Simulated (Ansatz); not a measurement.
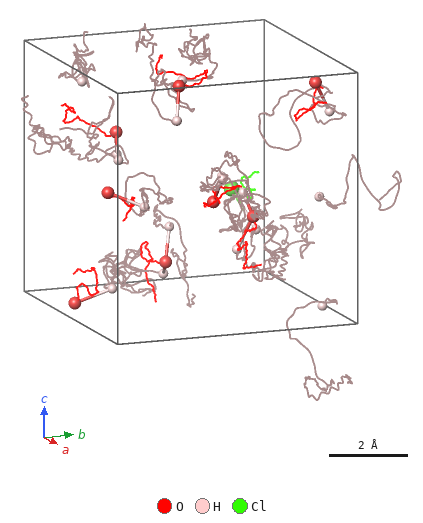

Molecular dynamics of a periodic cell with 8 H2O + 1 HCl at 1.03 g/cm³, 300 fs long. It starts from the last geometry of an earlier run, with fresh velocities. Lines trace each atom's path, in the colour of its element; spheres stand at the starting positions. Seen slightly off an axis in the simulation cell.

These are results of DFT PBE, scalar-relativistic, plane waves, PAW in Ansatz, not measurements. Set-up: plane-wave cutoff 420 eV; k-point mesh 1 × 1 × 1; Fermi-Dirac smearing 0.02 eV; constant energy (NVE); velocities drawn for 700 K; time step 0.75 fs.

Input
```yaml
crystal:
  lattice:
    - [6.626705, 0.0, 0.0]
    - [0.0, 6.626705, 0.0]
    - [0.0, 0.0, 6.626705]
  atoms:
    - { symbol: O, position: [0.2763145, 0.48145314, 0.1359355] }
    - { symbol: H, position: [0.15549564, 0.51900068, 0.06090707] }
    - { symbol: H, position: [0.22778048, 0.51580464, 0.26385997] }
    - { symbol: O, position: [0.66574796, 0.08935657, 0.52639865] }
    - { symbol: H, position: [0.6382417, -0.01843297, 0.43157437] }
    - { symbol: H, position: [0.72903327, 0.21708592, 0.47234804] }
    - { symbol: O, position: [0.36652564, 1.06797164, 1.02525417] }
    - { symbol: H, position: [0.38959983, 1.21491722, 1.07556243] }
    - { symbol: H, position: [0.31588813, 1.11690717, 0.89293975] }
    - { symbol: O, position: [0.2902309, 0.26944692, 0.67409718] }
    - { symbol: H, position: [0.1890723, 0.31142125, 0.56001941] }
    - { symbol: H, position: [0.40713999, 0.23366318, 0.58917491] }
    - { symbol: O, position: [0.75553544, 0.91970692, 0.91676392] }
    - { symbol: H, position: [0.65876523, 0.98635611, 1.00051103] }
    - { symbol: H, position: [0.72029308, 0.99216611, 0.78759265] }
    - { symbol: O, position: [0.57462122, 0.73075851, 0.35981035] }
    - { symbol: H, position: [0.43306015, 0.74346607, 0.42466892] }
    - { symbol: H, position: [0.51379525, 0.68626074, 0.21976387] }
    - { symbol: O, position: [0.8950537, 0.29643929, 0.98225329] }
    - { symbol: H, position: [0.75629911, 0.36375793, 0.97021619] }
    - { symbol: H, position: [0.95564601, 0.26458837, 0.85938833] }
    - { symbol: O, position: [-0.15014947, 0.45771602, 0.49848336] }
    - { symbol: H, position: [-0.26002409, 0.53472685, 0.5699721] }
    - { symbol: H, position: [-0.0586422, 0.45976715, 0.61002336] }
    - { symbol: Cl, position: [0.05354873, -0.15659354, 0.35111008] }
    - { symbol: H, position: [0.20172624, -0.11272501, 0.21653525] }
basis:
  ecutwfc: 420.0
kpoints:
  mp_grid: { grid: [1, 1, 1] }
hamiltonian:
  xc: pbe
scf:
  occupations: { method: fermi_dirac, width: 0.02 }
  lower_state_search: "off"
md:
  timestep: 0.75
  n_steps: 400
  ensemble: nve
  temperature: 700.0
  initial_velocities: maxwell_boltzmann
  seed: 287539
```

Launched with:
```bash
ansatz run input.yaml --threads 1 --pin off --max-ram 3072MiB --backend cpu --events-out ev --progress --plain --runs-dir out
```

> What do the traces tell about the motion?

Root-mean-square distances from the starting positions over the second half, with the common drift of all atoms taken out: H 1.74 Å, O 1.37 Å, Cl 0.79 Å. The heavy atoms stay within a fraction of a molecule's size of their starting places; so short a run doesn't tell a liquid from a solid. Bond changes: 3 H–O bonds form between 34 fs and 102 fs; 2 H–O bonds break between 86 fs and 133 fs; one Cl–H bond breaks at about 96 fs; one Cl–H bond forms at about 269 fs. The mean temperature in the second half is 871 K (standard deviation 82 K). The potential energy in the second half lies on average 21.0 meV per atom below the first frame.

Limits of the set-up: the periodic images lie only 6.6 Å apart, so the values are limited by the cell's size.

The run took 8.7 min on 1 thread of Arm Neoverse V2, on a shared host, peak memory 0.35 GiB.
